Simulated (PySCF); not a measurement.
**Two runs on SiH2Cl2**

System: SiH2Cl2.
Method of the first run: RKS PBE0-D4/def2-TZVPP, density fitting (PySCF 2.14.0).

The geometry comes from this level: PBE0-D4/def2-TZVP. Text and figures count atoms from 1; the logs count them from 0 in places.

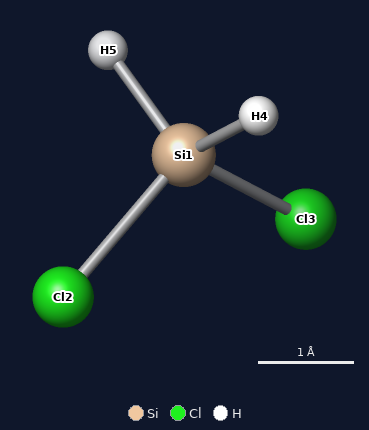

**Figure 1.** The input geometry (ball-and-stick view, seen at a tilt; atoms are numbered from 1 in the order of the input). Bond lengths as drawn: Cl–Si 2.04 Å and H–Si 1.48 Å.

## The input, the first run
```python
import json, numpy as np
from pyscf import gto, scf, dft, mp, cc
EV, BOHR = 27.211386245988, 0.529177210903
mol = gto.M(atom="""
Si -0.754010 0.668912 -0.414905
Cl 0.508792 -0.372099 -1.633098
Cl -1.980635 -0.617068 0.587230
H -1.586871 1.553905 -1.251658
H 0.053557 1.410670 0.572217
""", basis="def2-tzvpp", charge=0, spin=0, max_memory=8670, verbose=0)
def mean_field(mol, dm=None):
    mf = dft.RKS(mol, xc="pbe0").density_fit()
    mf.conv_tol = 1e-9; mf.grids.level = 4
    mf.kernel(dm0=dm)
    if not mf.converged: mf = mf.newton().run(mf.mo_coeff, mf.mo_occ)
    assert mf.converged
    return mf
def d4(mol):
    from pyscf.dispersion.dftd4 import DFTD4Dispersion
    real = gto.M(atom=[(mol.atom_pure_symbol(i), mol.atom_coord(i)) for i in range(5)], unit='B', charge=mol.charge, spin=None, basis='def2-svp', verbose=0)
    r = DFTD4Dispersion(real, xc="pbe0", atm=True).get_dispersion(grad=True); return r["energy"], r["gradient"]
def energy_and_gradient(mol, dm=None):
    mf = mean_field(mol, dm); e, g = d4(mol)
    return mf, (mf.e_tot + e) * EV, (mf.nuc_grad_method().kernel()[:5] + g) * EV / BOHR
out = {}
mf = mean_field(mol); e = d4(mol)[0]
out.update(energy=(mf.e_tot + e) * EV, converged=True, dispersion=e * EV)
out['s2'] = mf.spin_square()[0]; out['nelec'] = mol.nelec
print(f"Total energy {out['energy']:.6f} eV, <S^2> {out['s2']:.4f}")
json.dump(out, open("out.json", "w"), default=float)
```

Launched with:
```bash
OMP_NUM_THREADS=4 python run.py
```

Hardware: 4 threads of Intel Xeon @ 2.50GHz, 180 GiB of memory available, shared host.

## Output (the first run)
```
Total energy -32947.765174 eV, <S^2> 0.0000
```

For the second run the input was changed thus:
```diff
-    mf = dft.RKS(mol, xc="pbe0").density_fit()
+    mf = dft.RKS(mol, xc="pbe").density_fit()
-    r = DFTD4Dispersion(real, xc="pbe0", atm=True).get_dispersion(grad=True); return r["energy"], r["gradient"]
+    r = DFTD4Dispersion(real, xc="pbe", atm=True).get_dispersion(grad=True); return r["energy"], r["gradient"]
```

Predict how the results change.

The total energies belong to different models, so their difference says nothing on which is more stable or more accurate. The functional changes from PBE0 to PBE.

## Output (the second run)
```
Total energy -32944.907524 eV, <S^2> 0.0000
```

## The two runs side by side

```tsv
quantity	the first run	the second run
outcome	converged	converged
total energy (hartree)	−1210.808037	−1210.703021
basis functions	154	154
wall time (shared host)	10 s	11 s
```
